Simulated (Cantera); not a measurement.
Input: 1 mol PbS, a varied amount of H2, 4.2 mol N2, at 2175 K and 1.10 bar.

Method: chemical equilibrium by Gibbs-energy minimisation in Cantera with the NASA 1993 tables (ideal gas, pure condensed phases). Candidate condensed phases: Pb, PbS, S; 18 gas species. Equilibrium is a limit: real reactors are often held back by kinetics, nucleation or transport.

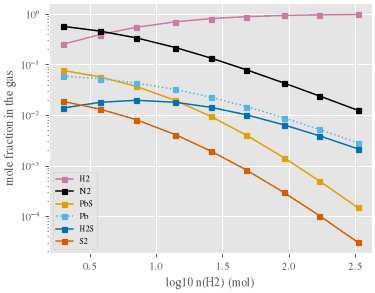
Equilibrium gas composition (values under 1e-9 drawn at 1e-9)

From 2 mol H2 to 330 mol H2 nothing is condensed. The main Pb-bearing gas is PbS at 2 mol H2 and Pb at 330 mol H2.
